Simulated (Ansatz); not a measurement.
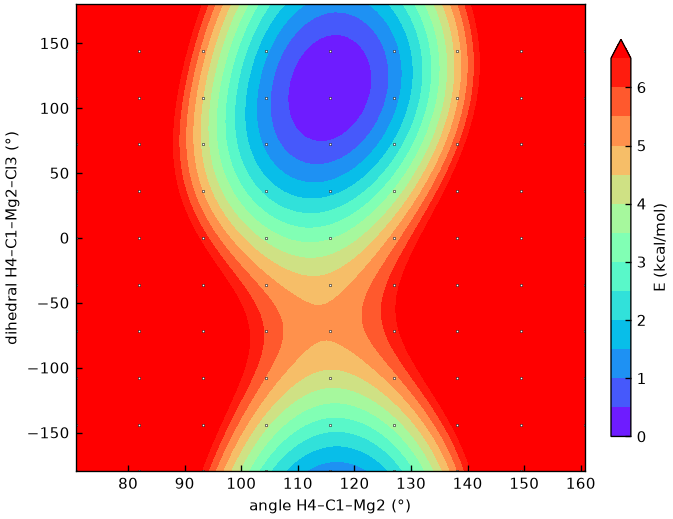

CH2ClMg, SMILES [CH2-][Mg][Cl], charge −1. The first coordinate is: angle H4–C1–Mg2; the second: dihedral H4–C1–Mg2–Cl3. Nothing is relaxed (all other coordinates rigid). The grid has 9 × 10 points. Points are written as (first, second). All energies are given in kcal/mol relative to the relaxed molecule at the same level. The restricted reference is unstable at some or all points, so the energies there are unreliable. These are results of RHF-MP2, frozen core/def2-TZVPD (Ansatz 0.2.0), not measurements.

In the figure: filled contours, dots at the grid points, one colour for all values above the top of the scale. Between grid points the surface is interpolated.

Question: Where is the minimum, and how stiff is the well along each coordinate?

Answer: The interpolated minimum is at angle H4–C1–Mg2 ≈ 115.7°, dihedral H4–C1–Mg2–Cl3 ≈ 116°. The curvatures there are about 2.7 eV/rad² and 0.086 eV/rad², with a cross term of about −0.087 eV/rad². Round the minimum the valley is somewhat tilted: raising angle H4–C1–Mg2 shifts the best value of dihedral H4–C1–Mg2–Cl3 upwards (coupling k₁₂/√(k₁₁k₂₂) about −0.2). (1 eV is 23.1 kcal/mol.)
